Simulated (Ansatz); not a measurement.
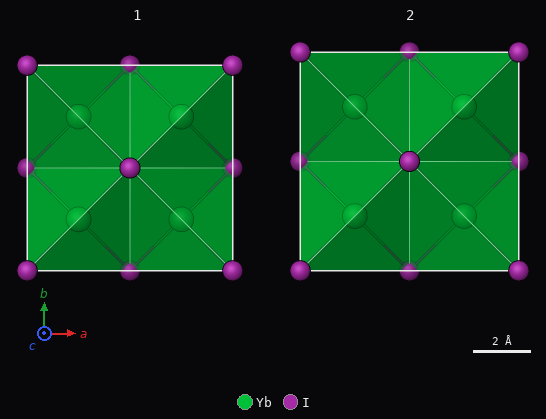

Two geometries of solid Yb$_{2}$I (a generated structure, set up in Fm-3m), drawn at one scale. One is the start of a relaxation, the other its converged end. Style: polyhedral. Shown: the conventional cell (4 times the calculation's cell), along the c axis. Lengths and directions refer to the drawn axes.

Method: DFT PBE, scalar-relativistic, plane waves, PAW in Ansatz. Set-up: plane-wave cutoff 420 eV; k-point mesh 12 × 12 × 12; occupations gaussian; smearing width 0.1 eV; no spin polarisation; cell and atoms relaxed; force threshold 0.01 eV/Å; at most 80 steps.

> Which of the two is the end point?

Structure 2 is the relaxed one. Over 3 accepted moves (4 points after the start) the energy falls by 60.2 meV per atom. All forces vanish by symmetry, so only the cell relaxes. The pressure goes from 3.03 to 0.02 GPa. At 1 point the geometry stayed and the basis and grid were re-selected for the new cell (energy shift of 2.2 meV per atom at most each time). No atom moves by more than 0.005 Å relative to the cell. The drawn cell changes as follows: a = b = c 7.303 → 7.769 Å (+6.4 %); the volume changes by +20.4 %. Near-neighbour distances that change, for instance: I–Yb 3.162 → 3.364 Å. The space group stays Fm-3m (No. 225). Cost: 110 s on 1 thread of Arm Neoverse V1 (shared host), peak memory 0.54 GiB.

Limits of the set-up: 4f states are treated without a Hubbard U.
